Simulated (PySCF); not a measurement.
# Br4H6N2Ti (trans-Ti(NH3)2Br4): the cost of one run

Programs: PySCF 2.14.0, with density-fitted response routines of our own. Each step states its level of theory. These are calculated values for one molecule in the gas phase, unless marked as measured. Atoms count from 0, in the outputs and in this text.

## Step 1: The starting structure

13 atoms, charge 0, multiplicity 1; geometry from: GFN2-xTB. The atoms were then displaced at random by about 0.03 Å, so the start is not that level's minimum.

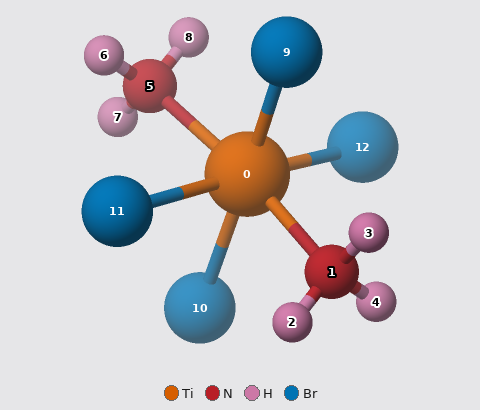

The starting geometry (titanium orange, nitrogen red, hydrogen pink, bromine blue), atoms numbered; sticks join atoms by distance.

## Step 2: Optimising the geometry at PBE0-D3(BJ)/def2-SVP

What the job is given:

```
{"job": {"xc": "PBE0", "basis": "def2-SVP", "d3": "d3bj", "grid": 1, "maxiter": 40, "shake": 0.03, "kind": "geom"}, "charge": 0, "multiplicity": 1}
Ti     0.071750    -0.078650     0.012580
N     -0.023420    -0.028590     2.257670
H     -0.500040     0.838000     2.602130
H      1.040800    -0.076350     2.649870
H     -0.561500    -0.833790     2.582720
N     -0.011980     0.030800    -2.271910
H      0.519690     0.839750    -2.624870
H     -0.913380     0.048600    -2.652290
H      0.464900    -0.801100    -2.584610
Br     2.458910    -0.017570     0.005950
Br    -2.474350    -0.003310     0.063470
Br     0.038180     2.459450     0.028540
Br    -0.078930    -2.429330    -0.047040
```

Launch:

```console
$ OMP_NUM_THREADS=1 python probes_run.py task.json out
```

One launch serves the whole session: the jobs run in the order shown.

Q: Estimate the wall time and peak memory of this first job on 1 thread of Arm Neoverse V1, shared host.

About 11 min, with a peak of 1.6 GiB.
